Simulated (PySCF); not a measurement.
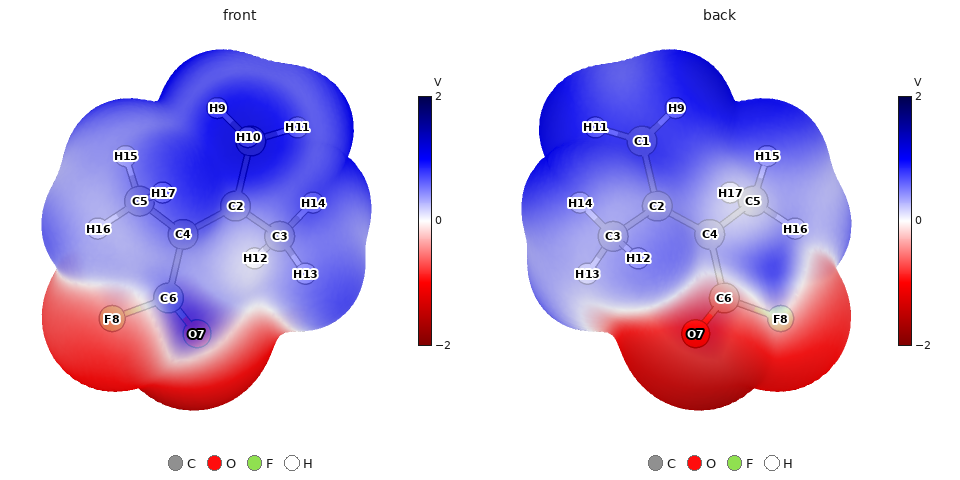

Figure 1: C₆H₉FO (SMILES CC(C)=C(C)C(=O)F). The molecular electrostatic potential painted on the density surface at 0.002 e/bohr³, seen from the front and from behind; the colour scale runs from red (negative) to blue (positive).

Geometry: GFN2-xTB.

These are results of PySCF 2.14.0, PBE0/def2-SVPD, SCF density, gas phase, not measurements.

```xyz
17

C     1.3414    0.7914    0.9026
C     0.5738    0.1145   -0.1860
C     1.2959   -0.1446   -1.4628
C    -0.7216   -0.2267    0.0230
C    -1.4071    0.0825    1.3246
C    -1.4680   -0.9088   -1.0166
O    -1.1193   -1.3015   -2.0847
F    -2.7846   -1.1209   -0.6702
H     0.9619    1.8023    1.0563
H     1.2271    0.2595    1.8459
H     2.3980    0.8556    0.6601
H     0.6964    0.1529   -2.3211
H     1.4802   -1.2131   -1.5777
H     2.2478    0.3793   -1.4871
H    -1.3052    1.1394    1.5663
H    -2.4637   -0.1592    1.2803
H    -0.9600   -0.4907    2.1371
```

Which sites attract a positive test charge, and which a negative one?

Answer. A positive charge is drawn to the negative regions and a negative charge to the positive ones. The most negative region (about −1.7 V) lies over O7, the most positive (about +1.2 V) over H9, H10 and H11. O7 is the likeliest acceptor of a hydrogen bond.
